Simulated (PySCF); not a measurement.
**Run report: AlF4, EPR calculation**

- system: AlF4, multiplicity 2
- method: UKS B3LYP, IGLO-III on Al F, non-relativistic, mean-field spin-orbit, GIAO (PySCF 2.14.0)

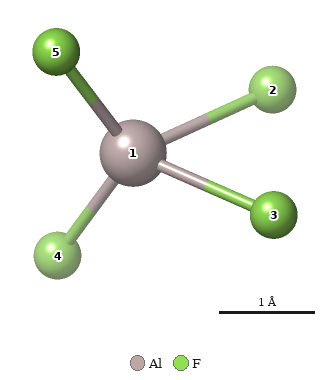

*The structure as given in the input (ball-and-stick view, seen at a tilt; atoms are numbered from 1 in the order of the input). Sticks mark near contacts.*

## Summary

```csv
quantity,value
outcome,converged
total energy,−642.175378 hartree
⟨S²⟩,0.755
isotropic g,2.0149
hardware,"1 CPU thread, shared host"
wall time,23 s
peak memory,0.58 GiB
```

## The input
```
{"job": {"kind": "epr"}, "charge": 0, "multiplicity": 2}
Al     0.269181     0.028231     0.025432
F     -1.027341    -1.131559    -0.342854
F     -1.336622     0.793535     0.071016
F      1.170815     0.450229    -1.281881
F      0.948896    -0.177231     1.507549
```

The first line tells a small driver script what to run in PySCF; the rest is the geometry in Å.

Command:
```bash
OMP_NUM_THREADS=1 python <driver script> task.json out
```

## Log
```
UKS, coarse grid
  cycle   1  E = -642.03386213  |g| = 6.77e-01
  cycle   2  E = -641.20405252  |g| = 1.58e+00
  cycle   3  E = -642.10150879  |g| = 4.79e-01
  cycle   4  E = -642.16949413  |g| = 1.15e-01
  cycle   5  E = -642.17507835  |g| = 1.81e-02
  cycle   6  E = -642.17522380  |g| = 4.39e-03
  cycle   7  E = -642.17522881  |g| = 2.85e-03
  cycle   8  E = -642.17522892  |g| = 2.90e-03
  cycle   9  E = -642.17523128  |g| = 2.41e-04
UKS, final grid
  cycle   1  E = -642.17537787  |g| = 3.35e-04
  cycle   2  E = -642.17537773  |g| = 7.63e-04
  cycle   3  E = -642.17537790  |g| = 1.70e-04
  cycle   4  E = -642.17537791  |g| = 4.73e-05
  cycle   5  E = -642.17537792  |g| = 1.92e-05
E = -642.17537792 Eh   <S^2> = 0.7551 (exact 0.7500)
g shifts (ppm)      1          2          3
  rmc          -467       -467       -467
  gc            -23        107        139
  oz_so        2286      14970      21730
  total        1796      14610      21402
hyperfine (MHz)  atom isotope    a_iso     a_fc   dipolar eigenvalues
    0  27Al     -31.06     -31.13     -1.29     -0.09      1.38
    1   19F     339.10     316.33   -923.41   -918.54   1841.95
    2   19F     338.91     315.99   -925.35   -920.46   1845.81
    3   19F      -2.00      -1.91     -5.51     -2.12      7.63
    4   19F      -1.99      -1.90     -5.51     -2.10      7.61
```

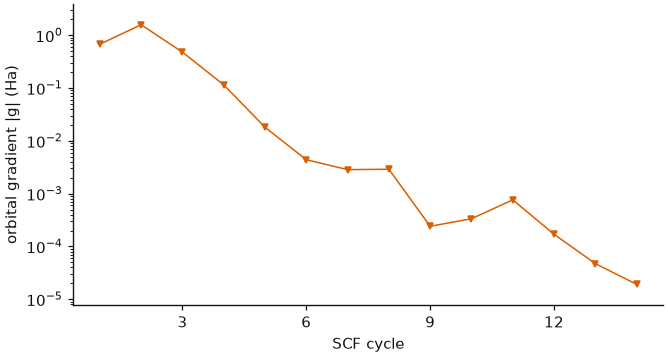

*Convergence of the self-consistent field: orbital gradient |g| against the SCF cycle.*

All cycles printed in the log are drawn one after another.
